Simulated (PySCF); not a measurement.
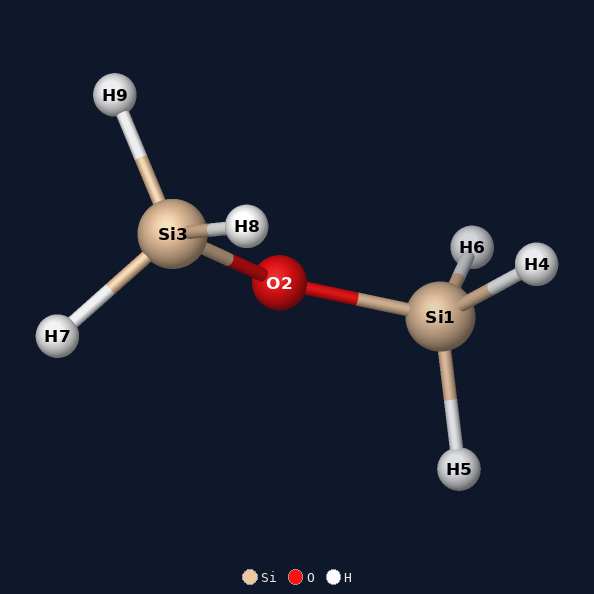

Computed geometry: PBE0-D3(BJ)/def2-TZVP optimisation. No frequency run is at hand to confirm it as a minimum. Electric field gradients from the ground-state density, PBE0/pcSseg-2 (PySCF 2.14.0), non-relativistic apart from any core potentials.

Give the largest field-gradient component, the quadrupole coupling constant and the asymmetry for 17O at O2 (Q = −25.6 mb), 2H at H4 (Q = 2.86 mb), 2H at H5 (Q = 2.86 mb), 2H at H6 (Q = 2.86 mb), 2H at H7 (Q = 2.86 mb).

| atom | V_zz (a.u.) | e²qQ/h (MHz) | η |
| --- | --- | --- | --- |
| O2 | 1.028 | −6.18 | 0.16 |
| H4 | 0.135 | 0.091 | 0.05 |
| H5 | 0.137 | 0.092 | 0.04 |
| H6 | 0.138 | 0.093 | 0.04 |
| H7 | 0.138 | 0.092 | 0.04 |
